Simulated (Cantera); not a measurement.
Input: 1 mol Si2H6, a varied amount of O2, 12 mol H2, equilibrated at 1602 °C and 17.0 mbar.

Equilibrium computed with Cantera from the NASA thermochemical tables; the gas is ideal and each condensed phase is pure. Candidate condensed phases: H2O, Si, SiO2; 18 gas species. The feed counts by its element totals alone. The tables hold silica as quartz up to 1696 K and as liquid above; real silica turns to tridymite and cristobalite and melts near 1996 K. Gases not in the tables: Si2H6 and higher silanes. Rates play no part.

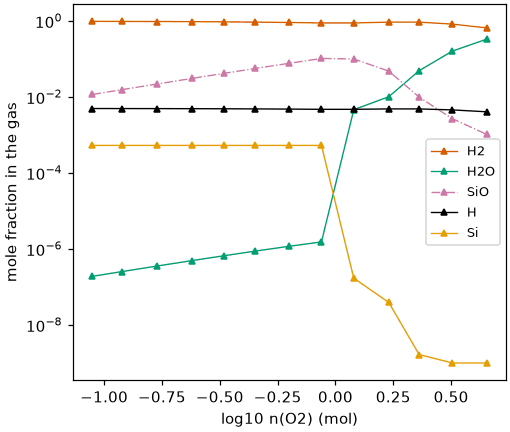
*Equilibrium gas composition (values under 1e-9 drawn at 1e-9)*

Read off the mole fractions at 0.63 mol O2.

H2 about 0.92, SiO about 0.077, H about 0.0048, Si about 0.00053, H2O about 1.2e-6.
